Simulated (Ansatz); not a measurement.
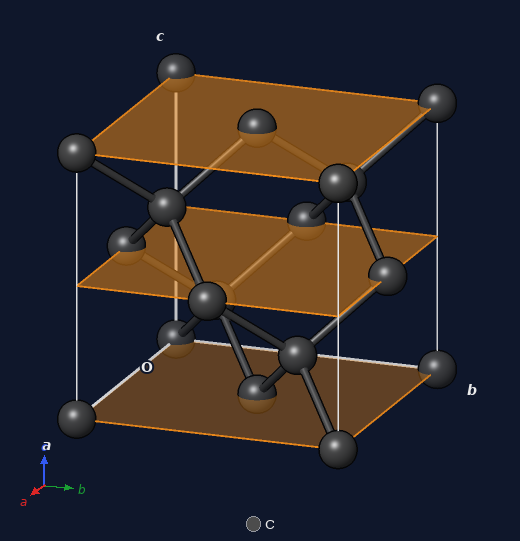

For C, coordinates from a relaxation with DFT, PBE, plane waves (420 eV) with PAW, scalar-relativistic in Ansatz 0.2.0: every member of one family of equally spaced planes, hx + ky + lz = a whole number, that cuts the unit cell is shaded (one member passes through the origin O). Symmetry computed with spglib at a tolerance of 0.002 Å; standard conventional cell.

a = 3.572 Å, b = 3.572 Å, c = 3.572 Å, α = 90.00°, β = 90.00°, γ = 90.00°.

Q: Which (hkl) family is drawn?

A: (0 0 2); the opposite sign names the same planes. The member next to the origin meets the axes a never, b never, c at 1/2.

Q: What is the spacing?

A: d = 1.786 Å.

Q: Which atoms of the cell lie in these planes (within 0.03 Å)?

A: 4 of the 8 C.

Q: The space group is Fd-3m (No. 227, origin choice 1). How many reflections hkl are equivalent to this one (itself included), and does it occur?

A: 6 reflections are equivalent in the Laue class m-3m. The reflection is systematically absent, by a glide plane.
